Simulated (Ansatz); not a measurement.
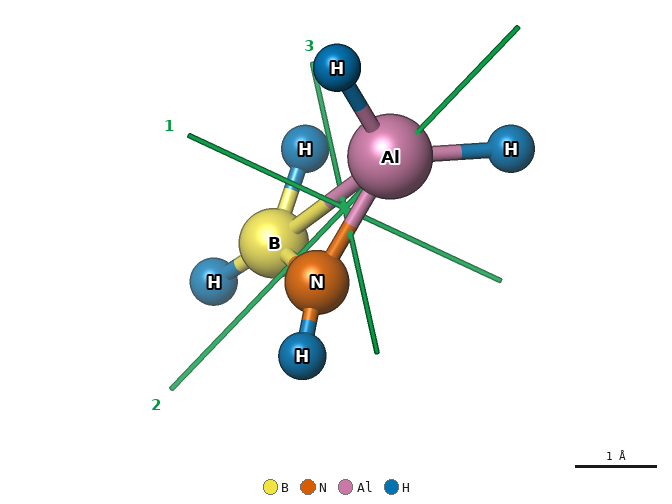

The three principal axes of inertia are drawn and numbered. Distant atoms are faded towards the background colour. The geometry was computed by an optimisation with PBE0-D4/def2-TZVP. No frequency run is at hand to confirm it as a minimum. Masses are those of the most abundant isotopes; constants are for the rigid equilibrium geometry.

> Which line is the a axis (least moment of inertia), which b and which c?

a is line 2, b is line 3, c is line 1; the moments are 19.5, 67.7, 79.4 u Å².

> What kind of rotor is it, and what are its rotational constants in GHz?

An asymmetric top (Cs): A = 25.9, B = 7.47, C = 6.36 GHz. Ray's parameter κ is −0.89, close to the prolate limit.
